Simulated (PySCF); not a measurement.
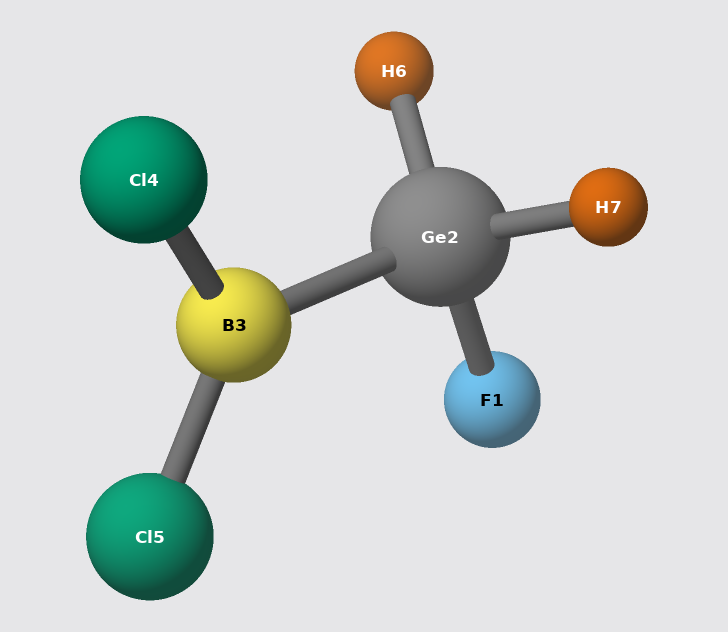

The atoms are numbered. Computed geometry: PBE0-D3(BJ)/def2-SVP optimisation. No frequency run is at hand to confirm it as a minimum.

List the bonds and their lengths.

| bond | length (Å) |
| --- | --- |
| F1–Ge2 | 1.749 |
| Ge2–B3 | 2.066 |
| Ge2–H6 | 1.539 |
| Ge2–H7 | 1.539 |
| B3–Cl4 | 1.747 |
| B3–Cl5 | 1.737 |
